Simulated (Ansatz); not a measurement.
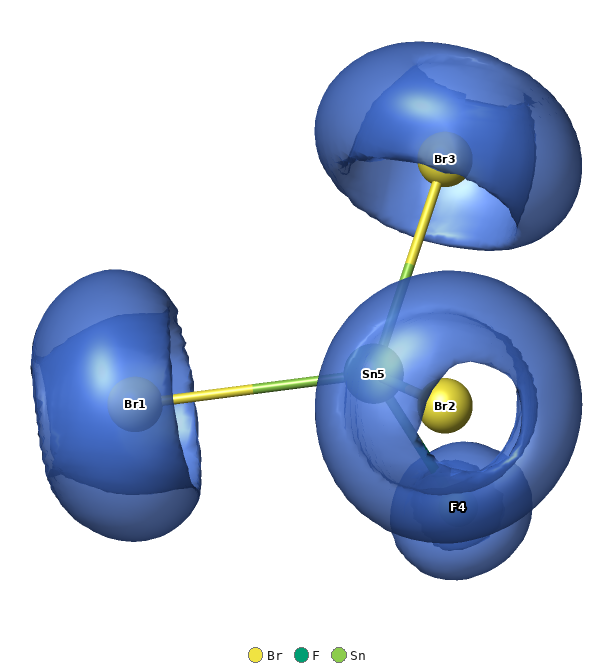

Figure. Br3FSn (SMILES [F][Sn]([Br])([Br])[Br]). Isosurface of the electron localisation function at 0.8 (blue), seen at an oblique angle. Only the valence region is drawn (cores and ρ < 0.01 e/Å³ removed).

Geometry: PBE0-D4/def2-SVP; core potentials replace the inner electrons of Sn.

Theory: isolated molecule in a Gaussian basis; Kohn-Sham density functional theory, functional PBE0 (Ansatz 0.2.0).

Input

```
basis:
  gaussian: {orbitals: def2-SVPD}
crystal:
  periodic: [false, false, false]
  atoms:
    - symbol: Br
      position_ang: [1.148368, 1.748335, 0.806449]
    - symbol: Br
      position_ang: [2.355650, -2.125527, 0.716090]
    - symbol: Br
      position_ang: [-0.087359, -0.693032, -2.191083]
    - symbol: F
      position_ang: [-0.977263, -1.049700, 1.213980]
    - symbol: Sn
      position_ang: [0.558259, -0.546842, 0.171404]
hamiltonian: {xc: pbe0}
output: {forces: true, orbitals: {seedname: orbitals}}
```

Command:

```sh
ansatz run input.yaml --threads 2 --pin off --max-ram 6090MiB --events-out events.jsonl --progress --plain --runs-dir runs
```

> Describe the localisation domains.

At this value the surface marks out three rings or bowls of non-bonding electrons around Br and one region wrapped around F (its valence shell). Along the contacts the grid gives the following. Sn–F (1.92 Å): the ELF peaks at about 0.80 in the valence shell of F, 0.5 Å from its nucleus, and drops to about 0.15 between the two atoms. Sn–Br (2.45 Å): the ELF peaks at about 0.75 in the valence shell of Br, 1.0 Å from its nucleus, and drops to about 0.15 between the two atoms.
